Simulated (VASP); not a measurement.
Band structure of Co2SbTe (space group P-6m2). Level of theory: PBEsol GGA, VASP's PBE PAW potentials (set 64) (plane waves; VASP).

Unless said otherwise, spin-orbit coupling is left out, though it shifts the bands of the heavy elements here.

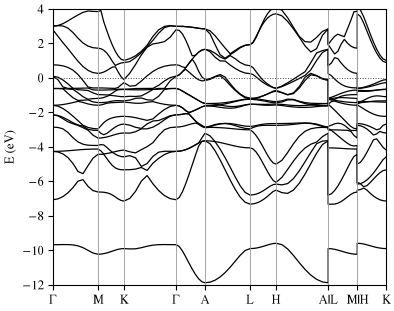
Bands along high-symmetry lines, zero at the valence-band maximum or, without a gap, the Fermi level

Task: Read the plot: is there a gap, and where are the band edges?

Result: It has no gap at this level: it comes out as a metal or semimetal. (Edges off the drawn lines would not show.)

The structure comes from a computed database's Co2SbTe entry (P-6m2); how it stands against other phases isn't given here. It was relaxed first, which changed the volume by -5 %. The run is not spin-polarised, so no magnetic state was tried. The electron count is odd and the run is not spin-polarised, which forces a metal.
